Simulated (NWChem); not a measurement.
# BF2 (SMILES F[B]F): levels of theory compared

Aim: a comparison of 6 runs (UTPSS/cc-pVTZ, U-r2SCAN/cc-pVTZ, U-revPBE/cc-pVTZ, UBLYP/cc-pVTZ, UPBE/cc-pVTZ, USVWN5/cc-pVTZ) of BF2. 

Program for the calculation: NWChem 7.3.0.

## 1. Starting point

BF2 has 3 atoms, charge 0, and is taken as a doublet. As SMILES, `F[B]F`. Geometry: relaxed at PBE0-D4/def2-TZVP.

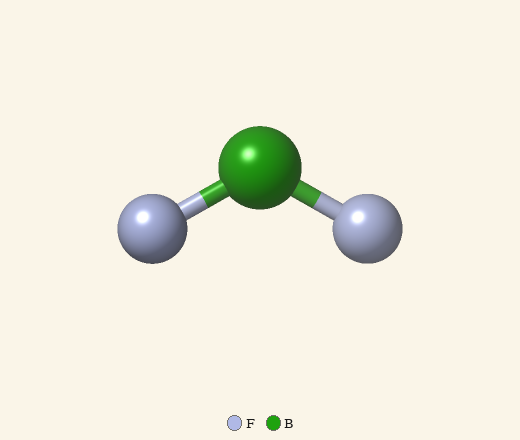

Viewed from a chosen angle; fluorine light blue, boron green.

## 2. Energy and gradient at UTPSS/cc-pVTZ (run 1)

Input file bf2.nw:

```
start bf2
memory total 2200 mb

geometry noautosym nocenter noautoz
  F      0.513100    -1.044300     0.160000
  B      0.279000     0.240500     0.181300
  F     -0.802900     0.738900    -0.354600
end

basis "ao basis" spherical bse
  F library cc-pVTZ
  B library cc-pVTZ
end

dft
  xc xtpss03 ctpss03
  mult 2
  grid fine
  convergence energy 1e-08
  maxiter 100
  mulliken
  print low
end

task dft gradient
```

Launch:

```console
$ nwchem bf2.nw > bf2.out
```

Standard output:

```text
[...]
 d= 0,ls=0.0,diis     1   -224.5831801089 -2.80D+02  7.43D-03  1.92D-01     1.8
[...]
 d= 0,ls=0.0,diis    10   -224.6756319313 -1.88D-10  3.13D-08  5.34D-11    15.1
[...]
         Total DFT energy =     -224.675631931330
      One electron energy =     -421.194788801618
           Coulomb energy =      166.249516702759
    Exchange-Corr. energy =      -25.032648135975
 Nuclear repulsion energy =       55.302288303504
[...]
      Total Density - Mulliken Population Analysis
     ---------------------------------------------
    Atom       Charge   Shell Charges
 -----------   ------   -------------------------------------------------------
    1 F    9     9.13   1.94  0.28  1.05  0.58  1.58  2.38  1.29  0.00  0.01  0.00
    2 B    5     4.75   1.97  0.16  0.61  0.29  0.61  0.66  0.14  0.12  0.14  0.05
    3 F    9     9.13   1.94  0.28  1.05  0.58  1.58  2.38  1.29  0.00  0.01  0.00
[...]
      <S2> =      0.7520 (Exact =     0.7500)
                         DFT ENERGY GRADIENTS
    atom               coordinates                        gradient
                 x          y          z           x          y          z
   1 F       0.969618  -1.973441   0.302356   -0.002241   0.011901   0.000157
   2 B       0.527234   0.454479   0.342607   -0.007734  -0.007219  -0.005088
   3 F      -1.517261   1.396319  -0.670097    0.009975  -0.004681   0.004931
 Task  times  cpu:       21.0s     wall:       21.0s
 Total times  cpu:       21.1s     wall:       21.1s
```

It took 22 s on 1 thread of Intel Xeon Platinum 8488C (Sapphire Rapids), shared host; peak memory 0.12 GiB.

## 3. Energy and gradient at U-r2SCAN/cc-pVTZ (run 2)

Input file m1.nw:

```
start m1
memory total 2200 mb

geometry units angstroms noautosym nocenter noautoz
  F      0.513100    -1.044300     0.160000
  B      0.279000     0.240500     0.181300
  F     -0.802900     0.738900    -0.354600
end

basis spherical bse
  * library cc-pVTZ
end

dft
  xc r2scan
  mult 2
  grid fine
  convergence energy 1e-08
  iterations 100
  mulliken
  noprint "final vectors analysis"
end

task dft gradient
```

Launch:

```console
$ nwchem m1.nw > m1.out
```

Standard output:

```text
[...]
          Wavefunction type:  spin polarized.
          No. of atoms     :     3
          No. of electrons :    23
[...]
          Charge           :     0
          Spin multiplicity:     2
[...]
          AO basis - number of functions:    90
[...]
              XC Information
              --------------
                      r^2SCAN Method XC Functional
               r^2SCAN metaGGA Exchange Functional  1.000
                     r^2SCAN Correlation Potential  1.000
[...]
 d= 0,ls=0.0,diis     1   -224.4790471646 -2.80D+02  6.98D-03  1.90D-01     1.8
[...]
 d= 0,ls=0.0,diis     8   -224.5650636768  5.10D-09  6.78D-07  4.91D-08    12.8
[...]
         Total DFT energy =     -224.565063676834
      One electron energy =     -421.231844536879
           Coulomb energy =      166.292091594350
    Exchange-Corr. energy =      -24.927599037810
 Nuclear repulsion energy =       55.302288303504
[...]
      <S2> =      0.7528 (Exact =     0.7500)
[...]
  wavefunction    = open shell
                         DFT ENERGY GRADIENTS
    atom               coordinates                        gradient
                 x          y          z           x          y          z
   1 F       0.969618  -1.973441   0.302356   -0.000351   0.003849   0.000256
   2 B       0.527234   0.454479   0.342607   -0.002928  -0.002754  -0.001929
   3 F      -1.517261   1.396319  -0.670097    0.003279  -0.001095   0.001673
[...]
```

It took 19 s on 1 thread of Intel Xeon Platinum 8488C (Sapphire Rapids), shared host; peak memory 0.12 GiB.

Run 3 isn't shown in full; the table further down has it.

## 4. Energy and forces at UBLYP/cc-pVTZ (run 4)

Input file input.xyz:

```xyz
3
BF2
F      0.513100    -1.044300     0.160000
B      0.279000     0.240500     0.181300
F     -0.802900     0.738900    -0.354600
```

Input file input.nw:

```
start input
title "BF2"
memory total 2200 mb

geometry noautosym nocenter noautoz
load format xyz input.xyz
end

basis spherical bse
F library cc-pVTZ
B library cc-pVTZ
end

dft
xc becke88 lyp
mult 2
grid fine
convergence energy 1e-08
iterations 100
mulliken
noprint "final vectors analysis"
end

task dft gradient
```

Launch:

```console
$ nwchem input.nw > input.out
```

Standard output:

```text
[...]
          Wavefunction type:  spin polarized.
          No. of atoms     :     3
          No. of electrons :    23
[...]
          Charge           :     0
          Spin multiplicity:     2
[...]
          AO basis - number of functions:    90
[...]
              XC Information
              --------------
                    Becke 1988 Exchange Functional  1.000
              Lee-Yang-Parr Correlation Functional  1.000
[...]
 d= 0,ls=0.0,diis     1   -224.5367792208 -2.80D+02  7.19D-03  2.56D-01     1.6
[...]
 d= 0,ls=0.0,diis    10   -224.6388552979 -2.26D-10  6.89D-08  3.64D-11    12.3
[...]
         Total DFT energy =     -224.638855297948
      One electron energy =     -421.139381920045
           Coulomb energy =      166.173902718362
    Exchange-Corr. energy =      -24.975664399770
 Nuclear repulsion energy =       55.302288303505
[...]
      Total Density - Mulliken Population Analysis
     ---------------------------------------------
    Atom       Charge   Shell Charges
 -----------   ------   -------------------------------------------------------
    1 F    9     9.12   1.94  0.29  1.04  0.58  1.60  2.34  1.31  0.00  0.01  0.00
    2 B    5     4.76   1.96  0.18  0.58  0.33  0.63  0.60  0.17  0.11  0.15  0.05
    3 F    9     9.12   1.94  0.29  1.04  0.58  1.60  2.34  1.31  0.00  0.01  0.00
[...]
      <S2> =      0.7514 (Exact =     0.7500)
[...]
  wavefunction    = open shell
                         DFT ENERGY GRADIENTS
    atom               coordinates                        gradient
                 x          y          z           x          y          z
   1 F       0.969618  -1.973441   0.302356   -0.003848   0.014966  -0.000367
   2 B       0.527234   0.454479   0.342607   -0.008512  -0.007941  -0.005600
   3 F      -1.517261   1.396319  -0.670097    0.012360  -0.007025   0.005967
[...]
```

Wall time 17 s (1 thread of Intel Xeon Platinum 8488C (Sapphire Rapids), shared host); peak memory 0.12 GiB.

Run 5 isn't shown in full; the table further down has it.

## 5. Energy and forces at USVWN5/cc-pVTZ (run 6)

Input file bf2.xyz:

```xyz
3
BF2 SVWN5
F      0.513100    -1.044300     0.160000
B      0.279000     0.240500     0.181300
F     -0.802900     0.738900    -0.354600
```

Input file bf2.nw:

```
start bf2
title "BF2 SVWN5"
memory stack 880 mb heap 220 mb global 1100 mb

geometry noautosym nocenter noautoz
  load bf2.xyz
end

basis spherical bse
  F library cc-pVTZ
  B library cc-pVTZ
end

dft
  xc slater vwn_5
  mult 2
  grid fine
  convergence energy 1e-08
  iterations 100
  mulliken
  noprint "final vectors analysis"
end

task dft gradient
```

Launch:

```console
$ nwchem bf2.nw > bf2.out
```

Standard output:

```text
[...]
          Wavefunction type:  spin polarized.
          No. of atoms     :     3
          No. of electrons :    23
[...]
          Charge           :     0
          Spin multiplicity:     2
[...]
          AO basis - number of functions:    90
[...]
              XC Information
              --------------
                        Slater Exchange Functional  1.000 local
                      VWN V Correlation Functional  1.000 local
[...]
 d= 0,ls=0.0,diis     1   -223.0033278895 -2.78D+02  7.40D-03  5.00D-01     1.2
[...]
 d= 0,ls=0.0,diis    10   -223.1209370258 -4.05D-10  1.44D-07  4.19D-10     9.2
[...]
         Total DFT energy =     -223.120937025805
      One electron energy =     -420.859350199126
           Coulomb energy =      165.806144460710
    Exchange-Corr. energy =      -23.370019590893
 Nuclear repulsion energy =       55.302288303505
[...]
      Total Density - Mulliken Population Analysis
     ---------------------------------------------
    Atom       Charge   Shell Charges
 -----------   ------   -------------------------------------------------------
    1 F    9     9.09   1.92  0.29  1.05  0.59  1.60  2.33  1.30  0.00  0.01  0.00
    2 B    5     4.83   1.91  0.19  0.62  0.34  0.64  0.65  0.16  0.12  0.15  0.05
    3 F    9     9.09   1.92  0.29  1.05  0.59  1.60  2.33  1.30  0.00  0.01  0.00
[...]
      <S2> =      0.7515 (Exact =     0.7500)
[...]
  wavefunction    = open shell
                         DFT ENERGY GRADIENTS
    atom               coordinates                        gradient
                 x          y          z           x          y          z
   1 F       0.969618  -1.973441   0.302356    0.001020  -0.002444   0.000275
   2 B       0.527234   0.454479   0.342607    0.000961   0.000849   0.000627
   3 F      -1.517261   1.396319  -0.670097   -0.001981   0.001595  -0.000902
[...]
```

Run time: 14 s. Hardware: 1 thread of Intel Xeon Platinum 8488C (Sapphire Rapids), shared host; peak memory 0.12 GiB.

## 6. All runs side by side

| run | level | energy (Eh) | ⟨S²⟩ | largest force (eV/Å) | wall time |
| --- | --- | --- | --- | --- | --- |
| 1 | UTPSS/cc-pVTZ | -224.675632 | 0.752 | 0.623 | 22 s |
| 2 | U-r2SCAN/cc-pVTZ | -224.565064 | 0.753 | 0.229 | 19 s |
| 3 | U-revPBE/cc-pVTZ | -224.581303 | 0.752 | 0.889 | 18 s |
| 4 | UBLYP/cc-pVTZ | -224.638855 | 0.751 | 0.795 | 17 s |
| 5 | UPBE/cc-pVTZ | -224.429625 | 0.752 | 0.622 | 17 s |
| 6 | USVWN5/cc-pVTZ | -223.120937 | 0.751 | 0.139 | 14 s |

## 7. Results

| quantity | value |
| --- | --- |
| run 6: total energy | -223.12094 Eh |
| run 6: dipole moment | 0.12 D |
| run 6: ⟨S²⟩ | 0.751 |
| run 6: largest force on an atom | 0.139 eV/Å |

What this shows: Over runs 2, 3, 4, 5, 6 the dipole moment (its size) runs from 0.11 D (U-revPBE/cc-pVTZ) to 0.22 D (U-r2SCAN/cc-pVTZ). Totals of different functionals can't be ranked against each other. All runs together took 1.8 min, the longest 22 s.
